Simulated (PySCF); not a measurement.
C$_{3}$H$_{6}$NSi (doublet)

Input

```
{"job": {"kind": "epr", "basis": "pcH-1"}, "charge": 0, "multiplicity": 2}
Si     1.409065    -0.137674    -0.210703
C     -0.180541     0.209799     0.839103
C     -1.293907     0.307246    -0.121166
C     -2.116768    -0.834469    -0.485853
N     -1.192928    -0.734273    -1.310784
H      1.489437     0.876364    -1.257107
H      2.514060     0.015236     0.742721
H      1.371640    -1.496602    -0.729561
H     -0.076244     1.126408     1.414028
H     -0.307840    -0.626532     1.525711
H     -1.610550     1.297166    -0.432353
```

Launched as:

```sh
OMP_NUM_THREADS=1 python probes_run.py task.json out
```

Geometry: GFN2-xTB.

Method: PySCF, UKS B3LYP, pcH-1 on C H N Si, non-relativistic, mean-field spin-orbit, GIAO.

Question: What can the converged electron density, electron localisation function and spin density tell about the bonding?

Answer: C–C (1.45 Å): ρ at the midpoint is about 1.7 e/Å³; the ELF peaks at about 0.85 between the atoms (localised, covalent bonding).
C–H (1.08 Å): ρ at the midpoint is about 2.1 e/Å³; the ELF climbs to about 1 towards the hydrogen, as it does in any bond to H: an ordinary covalent bond to hydrogen.
The unpaired spin (1 electron) lies mostly on C4 (about 0.5), C3 (about 0.3) and N5 (about 0.1), in electrons by Hirshfeld's partition.

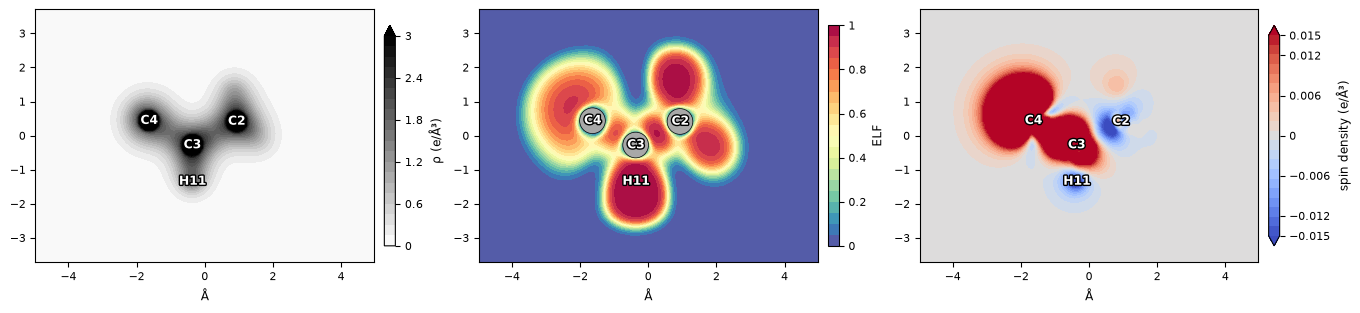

Computed electron density, electron localisation function and spin density on the plane of atoms C2, C3 and C4, in this order. Grey discs cover the atomic cores in the ELF map. 
